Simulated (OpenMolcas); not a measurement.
How basis sets differ on BSiH2ClO (SMILES ClB1O[SiH2]1)

BSiH2ClO: 6 atoms, total charge 0, spin state singlet. SMILES: `ClB1O[SiH2]1`. Geometry: relaxed at GFN2-xTB.

```xyz
6

Cl   -0.1204   -2.6877    0.4771
B    -0.1038   -1.0262    0.1576
O    -1.0175   -0.1992   -0.3428
Si    0.4505    0.7763    0.0169
H     0.8085    1.3566   -1.2699
H    -0.0174    1.7802    0.9612
```

Each level gives the HOMO–LUMO gap (eV). The values are calculated.

```tsv
level	kind	program	value (eV)	CPU time
HF/ANO-RCC-MB (DKH2)	Hartree–Fock	OpenMolcas	13.24	2.6 s
HF/STO-3G	Hartree–Fock	OpenMolcas	14.72	3.4 s
HF/3-21G	Hartree–Fock	OpenMolcas	12.17	2.1 s
HF/def2-SVP	Hartree–Fock	OpenMolcas	12.23	4.5 s
HF/6-31+G* (spherical functions)	Hartree–Fock	OpenMolcas	11.31	8.5 s
```

The values span 11.31 to 14.72 eV. A Hartree–Fock LUMO above zero doesn't converge with the basis: it sinks as sets grow more diffuse. Orbital gaps aren't excitation energies. CPU times are rough (shared hosts, several kinds of processor): they show what a rung costs within a factor of a few.

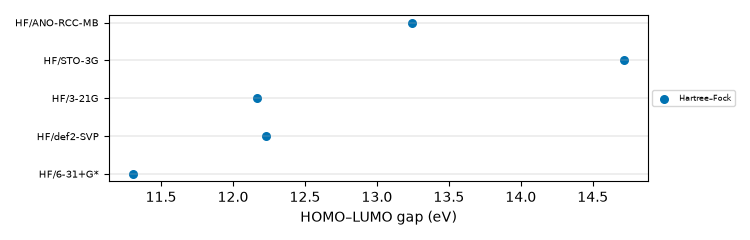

The values of the table, level by level.
